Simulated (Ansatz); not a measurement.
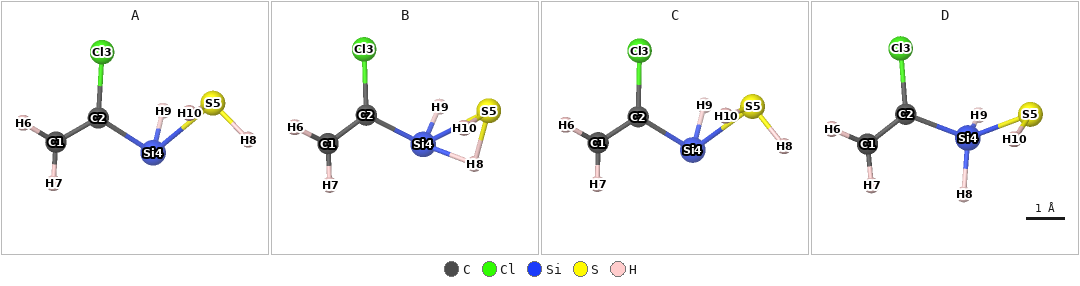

4 geometries from a converged minimum-energy path of C2H5ClSSi, shuffled. The picture is a ball-and-stick view, seen face on.

The calculation used Ansatz 0.2.0, RKS PBE0-D4/def2-SVP. Settings: 9 movable images; climbing image; force threshold 0.03 eV/Å; iteration limit 55; starting path through a guess of the saddle point.

Question: Which of them lies highest in energy?

Answer: B. In order along the path, whose images run from 0 to 10: D (image 0, 0.0 kcal/mol), B (image 5, +61.1 kcal/mol), C (image 9, +49.2 kcal/mol), A (image 10, +49.1 kcal/mol). A hydrogen atom shifts from one atom to another. Breaking: Si4–H8 (1.49 → 1.69 at the top → 3.04 Å). Forming: S5–H8 (3.04 → 1.59 at the top → 1.35 Å).
